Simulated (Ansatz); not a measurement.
A computed series for Y: response to strain

Consider Y in the hcp (Mg type) structure (space group P6_3/mmc, No. 194; relaxed with 0.1 eV smearing).

```yaml
crystal:
  lattice:
    - [3.59431, 0.00000, 0.00000]
    - [-1.79716, 3.11277, 0.00000]
    - [0.00000, 0.00000, 5.60992]
  atoms:
    - { symbol: Y, position: [0.66667, 0.33333, 0.75000] }
    - { symbol: Y, position: [0.33333, 0.66667, 0.25000] }
```

Cartesian axes are those of the cell as printed.

Strains are applied to the cell and any free atomic positions relax.

Level of theory: PBEsol in Ansatz (plane waves to 420 eV, PAW, no spin-orbit coupling).

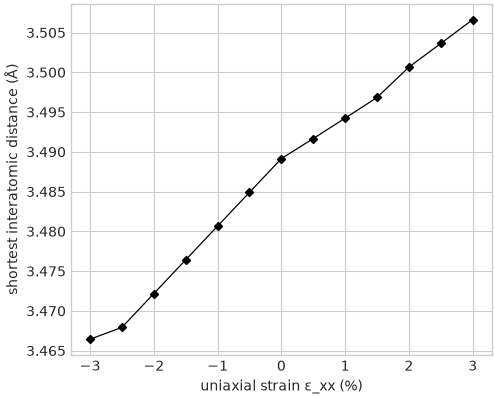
*Shortest interatomic distance against uniaxial strain ε_xx*

Task: From the plot, what is the shortest interatomic distance for uniaxial strain ε_xx = −2.00 %?

Result: About 3.472 Å.

Task: Is the trend monotonic over the range shown?

Result: Yes, it rises throughout, spanning 3.466 Å to 3.507 Å.

Stability against distortions was not tested. All final runs are without spin polarisation.

Ansatz is a quantum-chemistry and plane-wave program.
